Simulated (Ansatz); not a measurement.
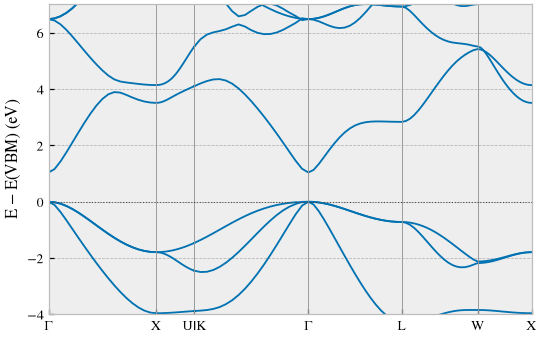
Figure: Band structure from r²SCAN in the plane-wave PAW code Ansatz

Task: Read off the gap and where the band edges lie.

Result: About 1.0 eV (1.04 eV by a search for the band edges); maximum at Γ, minimum at Γ.

The material is CdSe (zinc blende, space group No. 216).

Space group F-43m (zinc blende). The r²SCAN relaxation kept the symmetry of its start; phonons on a q-mesh show no instability. Scalar-relativistic: spin–orbit coupling is off unless named, which matters more the heavier the elements.

Potentials: the later of the program's two PAW sets.
